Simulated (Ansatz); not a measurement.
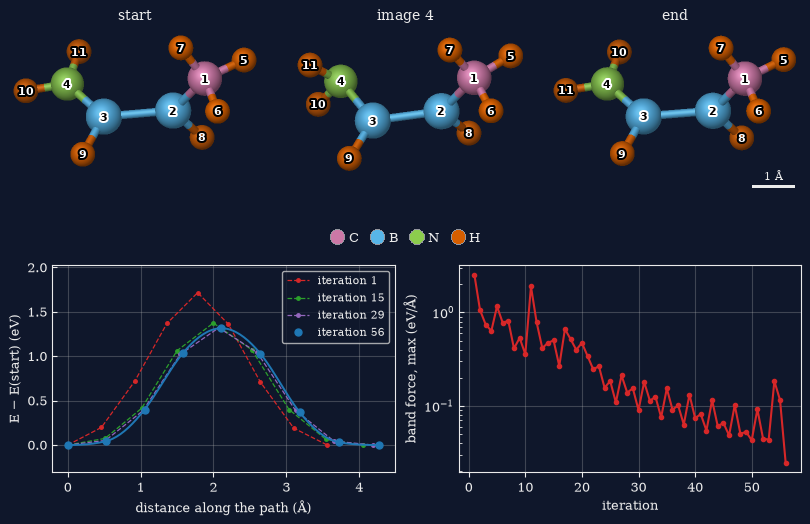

A nudged-elastic-band calculation for CH$_{7}$B$_{2}$N. Images are numbered from 0 (start) to 8 (end). The plot follows the band through its iterations. Style: ball-and-stick. Shown at a tilt.

Theory: RKS r2SCAN-D4/def2-SVP (Ansatz).

The input:
```yaml
crystal:
  periodic: [false, false, false]
  atoms:
    - { symbol: C, position_ang: [-0.532818, 1.634465, 0.536049] }
    - { symbol: B, position_ang: [-0.782413, 0.231183, -0.119911] }
    - { symbol: B, position_ang: [0.418656, -0.807726, -0.681564] }
    - { symbol: "N", position_ang: [1.019927, -1.874602, -0.007362] }
    - { symbol: H, position_ang: [-1.288573, 1.905662, 1.292388] }
    - { symbol: H, position_ang: [-0.696264, 2.357288, -0.291575] }
    - { symbol: H, position_ang: [0.477124, 1.822751, 0.931262] }
    - { symbol: H, position_ang: [-1.950293, -0.041619, -0.350684] }
    - { symbol: H, position_ang: [0.814805, -0.612749, -1.822413] }
    - { symbol: H, position_ang: [1.732927, -2.461769, -0.425069] }
    - { symbol: H, position_ang: [0.786913, -2.152874, 0.938889] }
basis:
  gaussian: { orbitals: def2-SVP }
hamiltonian:
  xc: r2scan
  dispersion: d4
neb:
  order_check: false
  images: 7
  f_tol: 0.03
  max_iterations: 60
  initial_path: idpp
  max_displacement: 0.5
  optimiser: lbfgs
  final_atoms:
    - { symbol: C, position_ang: [-0.53220575, 1.63663568, 0.53237225] }
    - { symbol: B, position_ang: [-0.77829252, 0.23325737, -0.12442631] }
    - { symbol: B, position_ang: [0.42371696, -0.80720916, -0.68103355] }
    - { symbol: "N", position_ang: [1.01631999, -1.8780734, -0.00569151] }
    - { symbol: H, position_ang: [-1.27922374, 1.89161949, 1.30322859] }
    - { symbol: H, position_ang: [-0.71940236, 2.36560176, -0.28439369] }
    - { symbol: H, position_ang: [0.48081688, 1.83365908, 0.91476495] }
    - { symbol: H, position_ang: [-1.94559794, -0.04076678, -0.35524489] }
    - { symbol: H, position_ang: [0.82788916, -0.61091363, -1.81847669] }
    - { symbol: H, position_ang: [0.77536874, -2.15730343, 0.93807113] }
    - { symbol: H, position_ang: [1.73060159, -2.46649697, -0.41916028] }
```

Command:
```bash
ansatz run input.yaml --threads 2 --pin off --max-ram 3072MiB --backend cpu --events-out ev --progress --plain --runs-dir out
```

Q: Judge this run.

A: The run is converged, with reservations. The band converged in 56 iterations. The largest component of the band force went from 2.5 to 0.025 eV/Å. The climbing image converged on the top of the path. Its curvatures weren't checked. The step length is far from the usual. The first iteration put the highest image at 1.72 eV. The two ends have the same energy, and the highest point, image 4, lies 1.32 eV above the start.
